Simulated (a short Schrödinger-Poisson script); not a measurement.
Structure: gated Al0.25Ga0.75As/GaAs modulation-doped gas, at 20 K.

| layer | material | thickness (nm) | Nd (cm⁻³) | Na (cm⁻³) |
|---|---|---|---|---|
| 1 | Al0.25Ga0.75As | 15 | - | - |
| 2 | Al0.25Ga0.75As | 30 | 2.4e18 | - |
| 3 | Al0.25Ga0.75As | 40 | - | - |
| 4 | GaAs | 6000 | - | 1e15 |

Constants are typed, rounded textbook-type inputs, not results; the design itself was drawn at random and stands for no fabricated device. Al0.25Ga0.75As: permittivity 12.19, conduction-band edge (eV) 0.198, gap (eV) 1.736, electron mass (mₑ) 0.0878, Nv at 300 K (cm⁻³) 9e18. GaAs: permittivity 12.9, conduction-band edge (eV) 0, gap (eV) 1.424, Nv at 300 K (cm⁻³) 9e18.

Channel valleys (confinement mass, in-plane density-of-states mass, number): Γ 0.067, 0.067, 1. At the gate the conduction-band edge of layer 1 lies 0.95 eV − eVg above the Fermi level of the channel; the field vanishes at the back. Donor level 0.006 eV below the band edge. The barrier under the gate holds no holes. Gaps are held at their typed values at every temperature. Mesh 0.08 nm at interfaces.

From a short Schrödinger-Poisson script (our own, NumPy): 1D Poisson equation in equilibrium, electrons quantum, Hartree (BenDaniel-Duke, 40 states a valley, the channel's in-plane mass for all, wave functions free to enter the barrier), parabolic valleys, classical holes, donors ionised by Fermi statistics, acceptors fully, no traps, pinning or gate leakage.

Only gate voltages with over 1e8 electrons/cm² are shown.

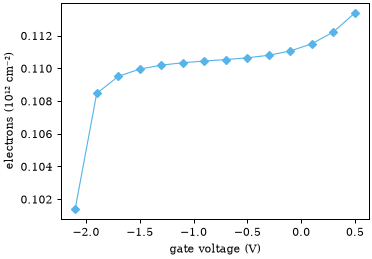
Figure: Sheet density against gate voltage

| Vg (V) | electrons (cm⁻²) | in the channel layer | C (μF/cm²) | Γ E0 (meV) | Γ E1 (meV) |
|---|---|---|---|---|---|
| 0.5 | 1.13e11 | 1.09e11 | 0.496 | -3.8 | 4.9 |
| 0.3 | 1.12e11 | 1.09e11 | 0.446 | -3.8 | 5.8 |
| 0.1 | 1.12e11 | 1.09e11 | 0.409 | -3.8 | 6.9 |
| -0.1 | 1.11e11 | 1.09e11 | 0.379 | -3.8 | 8.0 |
| -0.3 | 1.11e11 | 1.09e11 | 0.355 | -3.8 | 9.2 |
| -0.5 | 1.11e11 | 1.09e11 | 0.336 | -3.8 | 10.5 |
| -0.7 | 1.11e11 | 1.09e11 | 0.319 | -3.8 | 12.0 |
| -0.9 | 1.10e11 | 1.09e11 | 0.304 | -3.8 | 13.6 |
| -1.1 | 1.10e11 | 1.09e11 | 0.291 | -3.8 | 15.5 |
| -1.3 | 1.10e11 | 1.09e11 | 0.280 | -3.8 | 17.6 |
| -1.5 | 1.10e11 | 1.08e11 | 0.270 | -3.7 | 19.9 |
| -1.7 | 1.10e11 | 1.08e11 | 0.261 | -3.7 | 21.0 |
| -1.9 | 1.08e11 | 1.07e11 | 0.252 | -3.7 | 21.0 |
| -2.1 | 1.01e11 | 1.00e11 | 0.210 | -3.4 | 21.2 |

Subbands count from the Fermi level.
